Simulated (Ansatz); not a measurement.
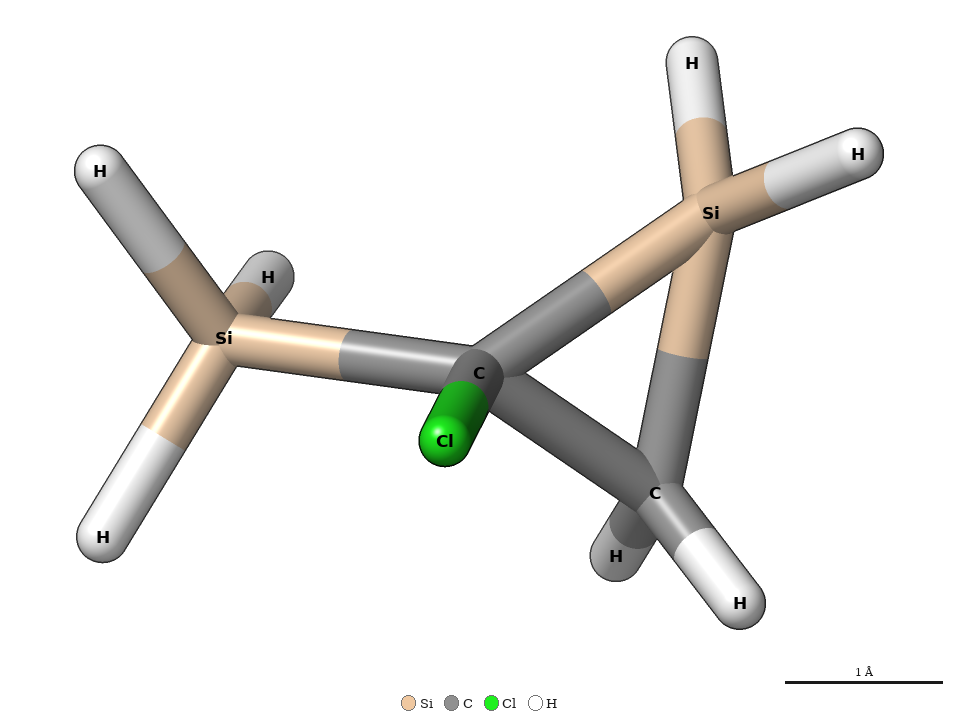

A stick model of a molecule.

The geometry was computed by an optimisation with PBE0-D4/def2-TZVP. No frequency run is at hand to confirm it as a minimum.

What does the picture show?

The molecule is C2H7ClSi2. Its SMILES string is `[SiH3][C@@]1(Cl)C[SiH2]1`. Independent rings (smallest set): 1 of 3 members. Among its groups: C–Cl bond, Si–H bond. The point group is C1. Coordination, clear cases only: 1 Si tetrahedral.

More results for the same structure follow; atom numbers are the same in all pictures, views and colours differ.

Dipole moment

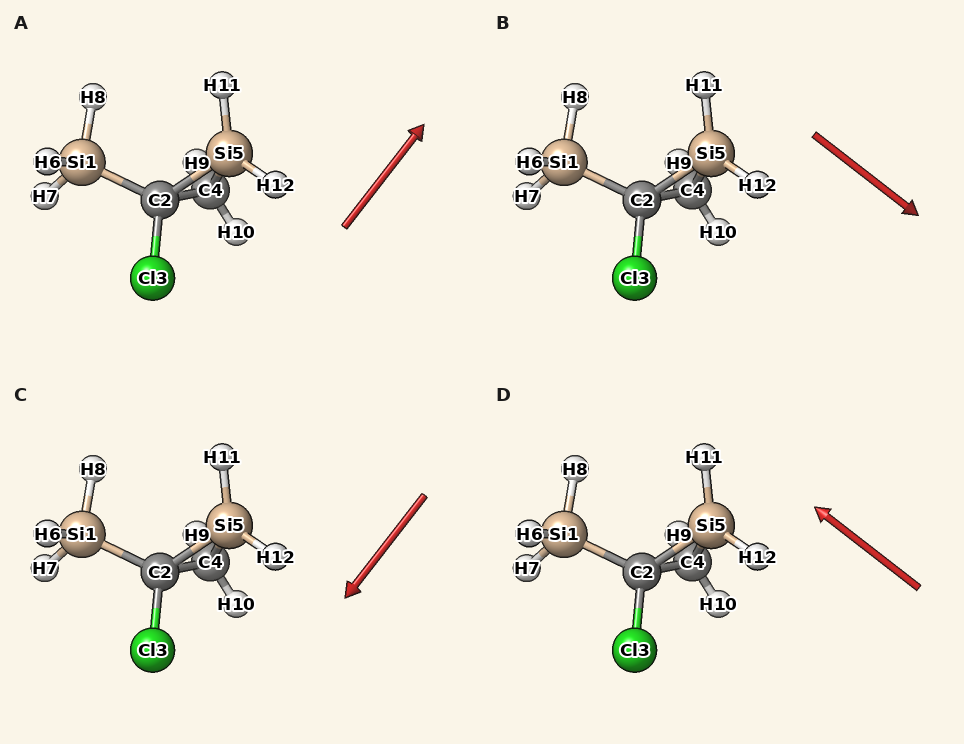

The same molecule four times, each with an arrow. No frequency run is at hand to confirm it as a minimum. Properties computed with RKS ωB97M-V/def2-TZVPP (Ansatz 0.2.0).

Which arrow points along the dipole moment, from the negative to the positive end?

A. The dipole moment is 1.90 D; it points from the side of Cl3 to the side of H11 (the outermost atoms at the two ends).

Levels of theory compared

No frequency run is at hand to confirm it as a minimum. Program: Ansatz 0.2.0.

Tabulate HOMO–LUMO gap (eV) at these levels: B3LYP-D4/def2-TZVPP; PBE-D4/def2-TZVPP; PBE0-D4/def2-TZVPP; r2SCAN-D4/def2-TZVPP; ωB97M-V/def2-TZVPP; ωB97X-V/def2-TZVPP.

```
               level  HOMO–LUMO gap (eV)
 B3LYP-D4/def2-TZVPP                6.14
   PBE-D4/def2-TZVPP                4.54
  PBE0-D4/def2-TZVPP                6.55
r2SCAN-D4/def2-TZVPP                4.99
  ωB97M-V/def2-TZVPP               10.40
  ωB97X-V/def2-TZVPP               10.81
```

Charges

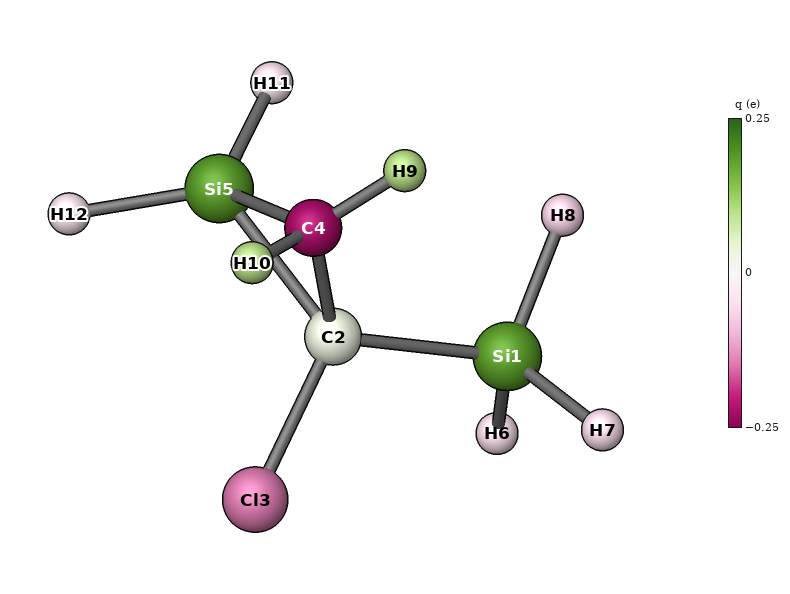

Atoms are coloured by their Mulliken charges. No frequency run is at hand to confirm it as a minimum. Method: RKS PBE-D4/def2-TZVPP (Ansatz 0.2.0).

Which atom carries the highest charge (most positive or least negative)?

Si5 (0.19 e).

And the lowest?

C4 (−0.22 e).

List the Mulliken charges.

```tsv
atom	value (e)
Si1	0.18
C2	0.03
Cl3	−0.14
C4	−0.22
Si5	0.19
H6	−0.04
H7	−0.05
H8	−0.06
H9	0.10
H10	0.10
H11	−0.04
H12	−0.03
```

Mulliken values depend strongly on the basis set and can even reverse the polarity of a bond.
